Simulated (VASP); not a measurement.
Band structure of MnS (rock salt, AFM-II order). Computed with PBE GGA, VASP's PBE PAW potentials (set 64) (plane waves; VASP).

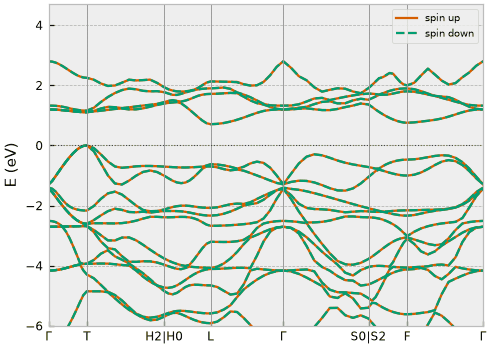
*Bands along high-symmetry lines, zero at the valence-band maximum or, without a gap, the Fermi level*

Question: Read the plot: is there a gap, and where are the band edges?

Answer: The gap is indirect, 0.71 eV, from the valence maximum at T to the conduction minimum at L. (Edges off the drawn lines would not show.)

The compound is MnS in the rock salt, AFM-II order structure. It was relaxed first.
